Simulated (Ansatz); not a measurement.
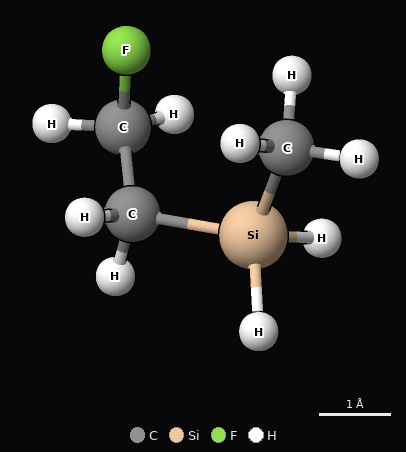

Starting structure of C3H9FSi (coarse preliminary run). Style: ball-and-stick. Shown from a free direction.

The start comes from a force field.

Method: Ansatz, RKS PBE-D4/def2-SVP.

Input file:
```yaml
crystal:
  periodic: [false, false, false]
  atoms:
    - {symbol: C, position_ang: [-1.037900, 1.498900, 0.498000]}
    - {symbol: Si, position_ang: [0.332600, 0.476400, 0.993200]}
    - {symbol: C, position_ang: [0.318400, -1.169100, 0.101700]}
    - {symbol: C, position_ang: [0.607500, -1.080200, -1.393000]}
    - {symbol: F, position_ang: [-0.578300, -0.550100, -1.962900]}
    - {symbol: H, position_ang: [-1.087700, 2.504000, 1.037700]}
    - {symbol: H, position_ang: [-2.014400, 1.046800, 0.681000]}
    - {symbol: H, position_ang: [-1.003500, 1.800700, -0.587200]}
    - {symbol: H, position_ang: [0.277300, 0.253900, 2.500100]}
    - {symbol: H, position_ang: [1.619900, 1.180600, 0.744500]}
    - {symbol: H, position_ang: [1.151500, -1.774700, 0.558900]}
    - {symbol: H, position_ang: [-0.570800, -1.678800, 0.352000]}
    - {symbol: H, position_ang: [1.347200, -0.457400, -1.697400]}
    - {symbol: H, position_ang: [0.625300, -2.080300, -1.797600]}
basis:
  gaussian: {orbitals: def2-SVP}
hamiltonian: {xc: pbe, dispersion: d4}
relax: {f_tol: 0.03, max_steps: 200}
```

Launched with:
```bash
ansatz run in.yaml --threads 4 --pin off --events-out ev --progress --plain --max-ram 10444MiB
```

Question: Predict the outcome.

Answer: The atom that moves furthest after the best rigid fit is F5 (0.53 Å). By element the largest moves are F 0.53 Å, H 0.51 Å, C 0.16 Å, Si 0.06 Å. Near-neighbour distances that change, for instance: C1–Si2 1.780 → 1.887 Å, C4–H13 1.014 → 1.114 Å, C3–H12 1.055 → 1.112 Å, Si2–C3 1.872 → 1.911 Å. Among the angles between lasting bonds that change: H13–C4–H14 116.4° → 108.1°, C3–C4–H13 117.9° → 110.7°, H6–C1–H8 102.8° → 109.0°. After 9 geometry steps the energy has fallen by 61.6 kJ/mol. Largest force component: 5.2 eV/Å at the start, 0.013 eV/Å at the end.

Step by step:

```
step  E − E(0), kJ/mol  largest force component, eV/Å
   0              0.00                         5.1620
   1            -51.44                         1.5542
   2            -59.53                         0.5163
   3            -60.57                         0.2576
   4            -60.96                         0.1585
   5            -61.25                         0.0356
   6            -61.42                         0.0936
   7            -61.53                         0.1023
   8            -61.60                         0.0480
   9            -61.62                         0.0129
```

Final geometry:

```xyz
14

C    -1.1832    1.5445    0.5523
Si    0.3506    0.5260    0.9648
C     0.3303   -1.1799    0.1046
C     0.6168   -1.1219   -1.3881
F    -0.2027   -0.1754   -2.0101
H    -1.1492    2.5414    1.0359
H    -2.1012    1.0260    0.8972
H    -1.2561    1.6776   -0.5447
H     0.4382    0.2957    2.4538
H     1.6027    1.2544    0.5397
H     1.0878   -1.8308    0.5927
H    -0.6581   -1.6547    0.2910
H     1.6755   -0.8305   -1.5745
H     0.4355   -2.1016   -1.8855
```

The end point in the same view:

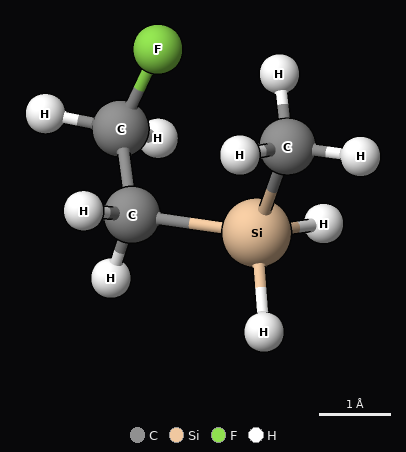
